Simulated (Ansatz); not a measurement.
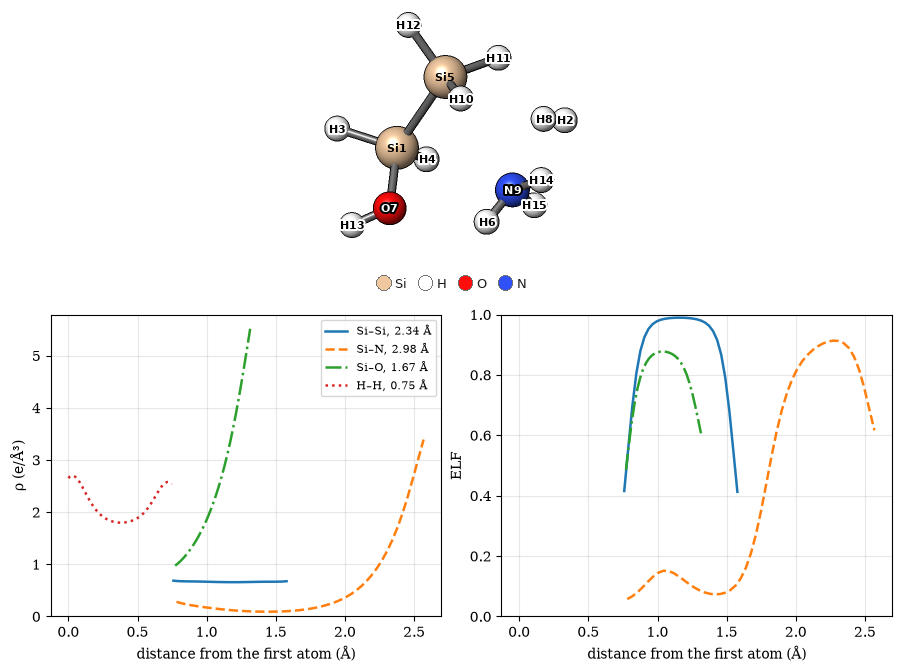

H$_{6}$OSi$_{2}$···H$_{2}$···NH$_{3}$. Total electron density and electron localisation function along straight lines between neighbouring atoms. The curves leave out the atomic cores. The structure is drawn too.

The product side of a reaction path; geometry: PBE0-D4/def2-TZVP; a saddle point, not a minimum.

Theory: RKS PBE0-D4/def2-TZVPP (Ansatz).

```yaml
atoms:
  - { symbol: Si, position_ang: [-0.8774, 0.2371, -1.2135] }
  - { symbol: H, position_ang: [1.6050, -3.0974, 0.4067] }
  - { symbol: H, position_ang: [-1.2668, 0.5856, -2.6175] }
  - { symbol: H, position_ang: [-0.8219, -1.2496, -1.1524] }
  - { symbol: Si, position_ang: [1.1914, 1.1746, -0.6629] }
  - { symbol: H, position_ang: [-1.1317, 0.1161, 1.7261] }
  - { symbol: O, position_ang: [-2.0924, 0.8267, -0.2326] }
  - { symbol: H, position_ang: [1.4062, -2.3887, 0.2792] }
  - { symbol: N, position_ang: [-0.2113, -0.2989, 1.6389] }
  - { symbol: H, position_ang: [1.0511, 2.1395, 0.4609] }
  - { symbol: H, position_ang: [2.1773, 0.1237, -0.2964] }
  - { symbol: H, position_ang: [1.7639, 1.9309, -1.8182] }
  - { symbol: H, position_ang: [-2.8904, 1.0780, -0.6989] }
  - { symbol: H, position_ang: [0.3884, 0.1103, 2.3439] }
  - { symbol: H, position_ang: [-0.2912, -1.2882, 1.8365] }
```

Q: Compare the contacts.

A: Si–Si (2.34 Å): ρ at the midpoint is about 0.66 e/Å³; the ELF peaks at about 1 between the atoms, as expected for localised, covalent bonding.
Si1···N9 (2.98 Å): the density falls to about 0.09 e/Å³ on the way; the ELF is about 0.10 at the midpoint.
Si–O (1.67 Å): ρ is about 1.1 e/Å³ halfway; the ELF peaks at about 0.90 between the atoms: a polar covalent bond.
H–H (0.75 Å): ρ is about 1.8 e/Å³ halfway; the ELF is about 1 at the midpoint.
